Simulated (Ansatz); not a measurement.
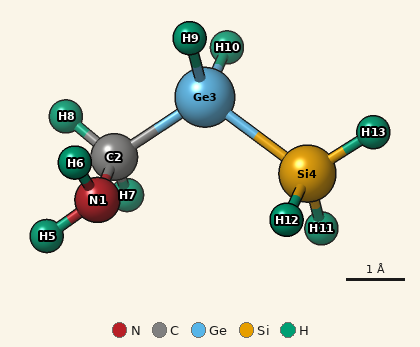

*The input geometry (ball-and-stick view, seen at a tilt; atoms are numbered from 1 in the order of the input). Sticks mark near contacts.*

Bond lengths as drawn: C–Ge 1.92 Å, C–H 1.11 to 1.14 Å, C–N 1.41 Å, Ge–H 1.58 to 1.60 Å, Ge–Si 2.27 Å, H–N 1.07 to 1.11 Å and H–Si 1.40 to 1.53 Å.

Geometry relaxation, with input and output: CH9GeNSi (part 1 of 2)

CH9GeNSi, computed with RKS PBE-D4/def2-SVP (Ansatz 0.2.0).

The geometry: force-field start. Figures and captions count atoms from 1; the log counts them from 0 in places.

**The program's output**
```
Functional definition: PBE
  name "PBE"
  cite "Perdew, Burke & Ernzerhof, Phys. Rev. Lett. 77, 3865 (1996) doi:10.1103/PhysRevLett.77.3865"
  parent pbe
  parameter kappa = 0.804
  parameter beta = 0.06672455060314922
  exchange = pbe_x(kappa = kappa, mu = beta*pi^2/3)
  correlation = pbe_c(beta = beta)
1399 factors; their error is unknown
mean field evaluation 1: about -67031.6903 eV, gradient 6.3e1 eV
mean field evaluation 2: about -66998.4863 eV, gradient 1.3e2 eV
mean field evaluation 4: about -67040.5505 eV, gradient 9.1e0 eV
mean field evaluation 8: about -67040.7167 eV, gradient 1.6e-1 eV
mean field evaluation 16: about -67040.6224 eV, gradient 3.8e-4 eV
mean field -67040.62242453 eV, -2463.6974323354 hartree, gradient 2.5e-5 eV, S^2 0.000000; 0 other end points of the search recorded, 0 dependent functions left out
the calculation of the forces begins
reference -67040.62246578 eV, -2463.6974338514 hartree; 34, 34 occupied and 89, 89 virtual orbitals, 1399 factors
relax step   1: F+E_penalty+E_count = -67040.89615072 eV  Δ(F+E_penalty+E_count) = +0.000e0 eV  max|allowed force component| = 3.440e0 eV/Å  Δτ_max = 0.0000 Å  (28 SCF iters, accepted)
these checks for a lower state are left out or cut short: starts, cluster_reference, orbital_swaps, neighbouring_geometries, increment
1399 factors; their error is unknown
mean field -67041.13705986 eV, -2463.7163448352 hartree, gradient 1.3e-5 eV, S^2 0.000000; 0 other end points of the search recorded, 0 dependent functions left out
[... from here on the field's lines of each further geometry are left out, up to the last ...]
relax step   2: F+E_penalty+E_count = -67041.40437783 eV  Δ(F+E_penalty+E_count) = -5.082e-1 eV  max|allowed force component| = 1.135e0 eV/Å  Δτ_max = 0.1416 Å  (28 SCF iters, accepted)
relax step   3: F+E_penalty+E_count = -67041.46404617 eV  Δ(F+E_penalty+E_count) = -5.967e-2 eV  max|allowed force component| = 2.229e-1 eV/Å  Δτ_max = 0.0679 Å  (27 SCF iters, accepted)
relax step   4: F+E_penalty+E_count = -67041.47145478 eV  Δ(F+E_penalty+E_count) = -7.409e-3 eV  max|allowed force component| = 7.046e-2 eV/Å  Δτ_max = 0.0426 Å  (28 SCF iters, accepted)
relax step   5: F+E_penalty+E_count = -67041.47314273 eV  Δ(F+E_penalty+E_count) = -1.688e-3 eV  max|allowed force component| = 2.495e-2 eV/Å  Δτ_max = 0.0257 Å  (29 SCF iters, accepted)
relax step   6: F+E_penalty+E_count = -67041.47601401 eV  Δ(F+E_penalty+E_count) = -2.871e-3 eV  max|allowed force component| = 7.977e-2 eV/Å  Δτ_max = 0.0682 Å  (28 SCF iters, accepted)
relax step   7: F+E_penalty+E_count = -67041.47986692 eV  Δ(F+E_penalty+E_count) = -3.853e-3 eV  max|allowed force component| = 2.213e-1 eV/Å  Δτ_max = 0.1365 Å  (27 SCF iters, accepted)
relax step   8: F+E_penalty+E_count = -67041.48441987 eV  Δ(F+E_penalty+E_count) = -4.553e-3 eV  max|allowed force component| = 2.722e-1 eV/Å  Δτ_max = 0.1033 Å  (29 SCF iters, accepted)
relax step   9: F+E_penalty+E_count = -67041.48680912 eV  Δ(F+E_penalty+E_count) = -2.389e-3 eV  max|allowed force component| = 2.649e-1 eV/Å  Δτ_max = 0.1530 Å  (29 SCF iters, accepted)
relax step  10: F+E_penalty+E_count = -67041.48384512 eV  Δ(F+E_penalty+E_count) = +2.964e-3 eV  max|allowed force component| = 2.775e-1 eV/Å  Δτ_max = 0.0958 Å  (29 SCF iters, rejected (line search))
relax step  11: F+E_penalty+E_count = -67041.49516485 eV  Δ(F+E_penalty+E_count) = -8.356e-3 eV  max|allowed force component| = 7.101e-2 eV/Å  Δτ_max = 0.0479 Å  (30 SCF iters, accepted)
relax step  12: F+E_penalty+E_count = -67041.49588669 eV  Δ(F+E_penalty+E_count) = -7.218e-4 eV  max|allowed force component| = 6.582e-2 eV/Å  Δτ_max = 0.0388 Å  (30 SCF iters, accepted)
the calculation of the forces begins
reference -67041.21991690 eV, -2463.7193897752 hartree; 34, 34 occupied and 89, 89 virtual orbitals, 1399 factors
relax step  13: F+E_penalty+E_count = -67041.49628028 eV  Δ(F+E_penalty+E_count) = -3.936e-4 eV  max|allowed force component| = 1.330e-2 eV/Å  Δτ_max = 0.0220 Å  (29 SCF iters, accepted)
```

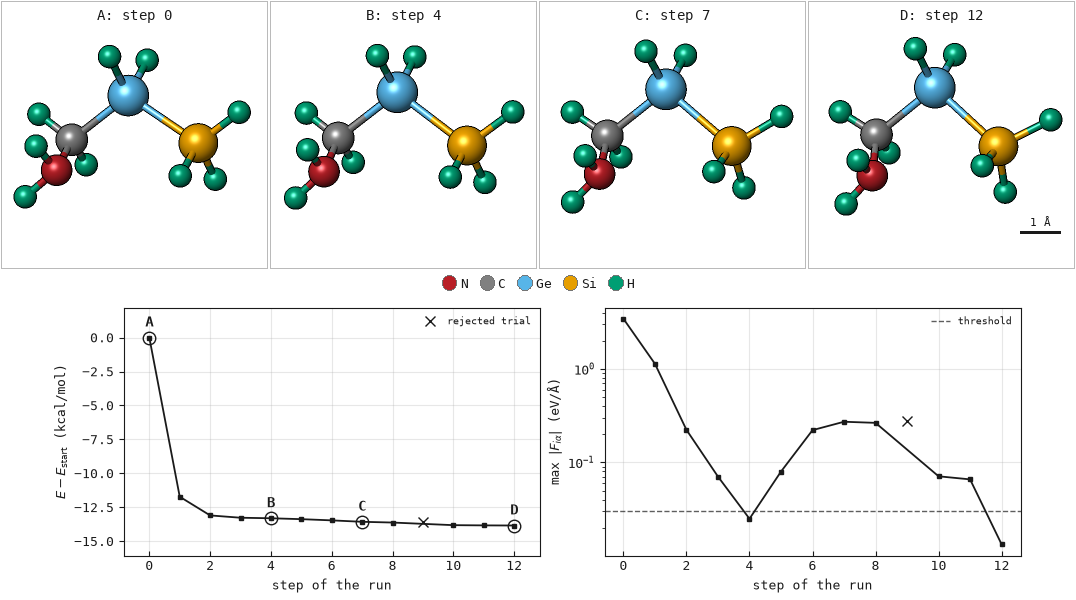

*Frames of the relaxation (ball-and-stick view, seen at a tilt) above the curves, on which the letters mark them (the first geometry is step 0 here and step 1 in the log).*

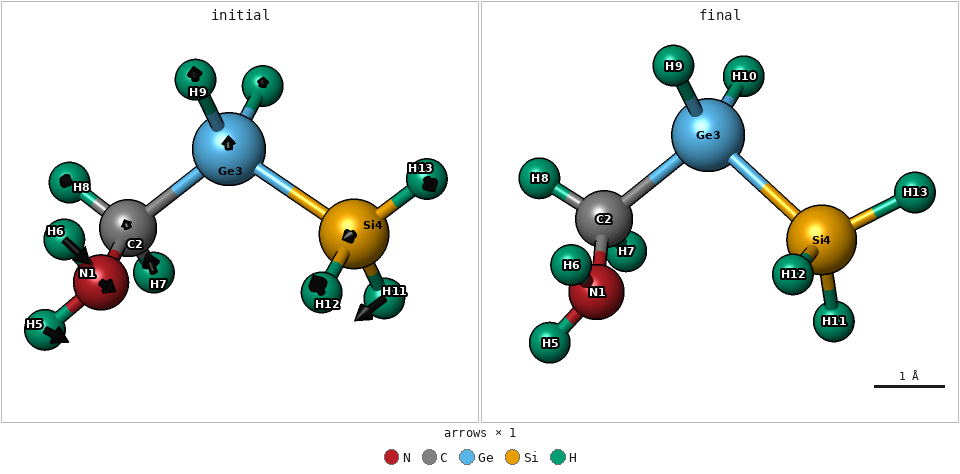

*Before (left) and after (right) the relaxation, at one scale (ball-and-stick view, seen at a tilt). The black arrows give the displacements, at true length.*

The energy falls by 13.8 kcal/mol in 12 geometry steps. Largest force component: 3.4 eV/Å at the start, 0.013 eV/Å at the end. The line search rejected the trial step at point 9 (counted from 0) and went back. H11 moves most after the best rigid fit: 0.59 Å. Largest moves by element: H 0.59 Å, N 0.29 Å, Si 0.24 Å, Ge 0.21 Å, C 0.15 Å. Among the contacts that change: Ge3–Si4 2.273 → 2.392 Å, Si4–H13 1.397 → 1.509 Å, N1–H5 1.108 → 1.029 Å, C2–Ge3 1.922 → 1.991 Å. Among the angles that change: C2–Ge3–Si4 111.6° → 103.4°, Si4–Ge3–H10 107.2° → 114.1°, H11–Si4–H13 112.6° → 108.0°. (Atoms are counted from 1 in the order of the input.)

```
1399 factors; their error is unknown
mean field -67041.21987510 eV, -2463.7193882388 hartree, gradient 2.2e-5 eV, S^2 0.000000; 1 other end points of the search recorded, 0 dependent functions left out
the calculation of the forces begins
reference -67041.21991690 eV, -2463.7193897752 hartree; 34, 34 occupied and 89, 89 virtual orbitals, 1399 factors
Total energy: -67041.49632209 eV, -2463.7295474784 hartree
Atom 0 at    -1.331009     0.859579    -0.651733 Å, force    -0.008802     0.010966    -0.006545 eV/Å
Atom 1 at     0.063724     1.296420    -0.684003 Å, force     0.002429    -0.002710     0.002770 eV/Å
Atom 2 at     1.062549     0.208392     0.651607 Å, force     0.004857     0.011160     0.007535 eV/Å
Atom 3 at     0.082226    -1.963036     0.441700 Å, force     0.000420    -0.013296    -0.007536 eV/Å
Atom 4 at    -1.873687     1.296227    -1.408510 Å, force     0.001700    -0.007752    -0.002907 eV/Å
Atom 5 at    -1.782659     1.153481     0.223567 Å, force    -0.000455    -0.003046     0.006774 eV/Å
Atom 6 at     0.500846     1.036380    -1.671141 Å, force     0.002638    -0.001735    -0.002010 eV/Å
Atom 7 at     0.249502     2.388123    -0.528350 Å, force     0.000907     0.004795     0.002994 eV/Å
Atom 8 at     0.827956     0.786133     2.080652 Å, force     0.001195     0.001751    -0.004183 eV/Å
Atom 9 at     2.594466     0.244006     0.381310 Å, force    -0.001851    -0.002506     0.000436 eV/Å
Atom 10 at    -0.020339    -2.328851    -1.014258 Å, force    -0.002790    -0.001469     0.002139 eV/Å
Atom 11 at    -1.283569    -2.004456     1.069174 Å, force    -0.000261     0.002265     0.001409 eV/Å
Atom 12 at     0.930295    -3.007100     1.124885 Å, force     0.000014     0.001577    -0.000876 eV/Å
Dipole moment:    -0.173902     0.412046    -0.132022 e Å
```

**Trajectory as extended XYZ (Å, eV, eV/Å), 13 frames, from step=1 to step=13**
```
13
Properties=species:S:1:pos:R:3:forces:R:3 step=1 energy=-67040.89615
N    -1.4086    1.0865   -0.4756   -3.4399   2.1081  -0.5504
C    -0.0262    1.1951   -0.7337    1.3579   1.5425  -0.3582
Ge    0.8905    0.1161    0.5664    1.5745   0.6426   1.1928
Si    0.2972   -2.0723    0.4032   -2.3912   0.5362  -0.2234
H    -1.9310    1.6761   -1.2549    0.8386  -1.3725   1.7022
H    -1.6540    1.6385    0.4134    0.3663  -0.9028  -1.2137
H     0.2284    0.8042   -1.7420   -0.0008   0.0024   0.0154
H     0.3706    2.2667   -0.6730    0.1049  -0.6515  -0.2381
H     0.6207    0.6617    2.0462    0.0328  -0.1414  -0.5906
H     2.4498    0.1948    0.3354   -0.2138   0.1302   0.0779
H     0.5027   -2.5804   -0.9249    0.3347  -0.5094  -1.2258
H    -1.2052   -2.1446    0.6722    0.2734  -0.0369  -0.0955
H     0.8854   -2.8771    1.3822    1.1627  -1.3473   1.5074
13
Properties=species:S:1:pos:R:3:forces:R:3 step=2 energy=-67041.40438
N    -1.4337    1.1219   -0.5056   -1.1346   0.8810  -0.0478
C    -0.0095    1.2499   -0.7191    0.4576   0.5048  -0.3983
Ge    0.9700    0.1242    0.5585    0.2055   0.1250   0.4344
Si    0.1972   -2.1222    0.4331   -0.5112   0.3855  -0.1547
H    -1.9655    1.6725   -1.2329    0.5061  -0.5825   0.5601
H    -1.7038    1.5975    0.3858    0.2236  -0.3911  -0.4474
H     0.2595    0.8580   -1.7231   -0.0731  -0.0140  -0.0587
H     0.4203    2.2944   -0.6852   -0.0989  -0.2294   0.0335
H     0.6586    0.6896    1.9799    0.0049  -0.0130   0.0351
H     2.5150    0.3047    0.3587   -0.1710  -0.1278  -0.0360
H     0.4774   -2.6248   -0.9348    0.0685  -0.2009  -0.3565
H    -1.2897   -2.2568    0.6902    0.1995   0.0943   0.0081
H     0.9246   -2.9436    1.4095    0.3231  -0.4319   0.4283
13
Properties=species:S:1:pos:R:3:forces:R:3 step=3 energy=-67041.46405
N    -1.4433    1.1459   -0.5177   -0.0207   0.0187   0.1290
C    -0.0080    1.2753   -0.7358    0.1034   0.0236  -0.0571
Ge    0.9463    0.1504    0.5975    0.1209  -0.1320  -0.1156
Si    0.2167   -2.1314    0.4237   -0.0120   0.1020   0.0163
H    -1.9679    1.6680   -1.2256   -0.0755   0.0488  -0.2229
H    -1.7041    1.5908    0.3708    0.0120  -0.0390   0.1014
H     0.2498    0.8759   -1.7410    0.0056  -0.0460   0.0511
H     0.4259    2.3091   -0.7011   -0.0705  -0.0067   0.0330
H     0.6443    0.7120    2.0197   -0.0171  -0.0110  -0.0025
H     2.4839    0.2564    0.3634   -0.0057   0.0209   0.0304
H     0.4757   -2.6809   -0.9580   -0.0200   0.0695   0.0270
H    -1.2571   -2.2035    0.7132    0.0051  -0.0613   0.0039
H     0.9581   -3.0026    1.4057   -0.0256   0.0125   0.0059
13
Properties=species:S:1:pos:R:3:forces:R:3 step=4 energy=-67041.47146
N    -1.4388    1.1313   -0.5196   -0.0292   0.0343   0.0466
C    -0.0028    1.2749   -0.7340    0.0564   0.0283  -0.0334
Ge    0.9667    0.1485    0.5879   -0.0039  -0.0227  -0.0016
Si    0.2018   -2.1142    0.4285    0.0229   0.0128  -0.0140
H    -1.9682    1.6468   -1.2343    0.0039  -0.0159  -0.0705
H    -1.7077    1.5650    0.3733    0.0171  -0.0369   0.0274
H     0.2628    0.8765   -1.7370   -0.0091  -0.0072   0.0162
H     0.4140    2.3147   -0.6916   -0.0311  -0.0152   0.0092
H     0.6574    0.7021    2.0120    0.0055   0.0135   0.0069
H     2.5040    0.2617    0.3626   -0.0109  -0.0079   0.0075
H     0.4596   -2.6416   -0.9605   -0.0146   0.0093   0.0183
H    -1.2701   -2.2115    0.7183    0.0016   0.0057   0.0083
H     0.9416   -2.9888    1.4093   -0.0087   0.0018  -0.0210
```
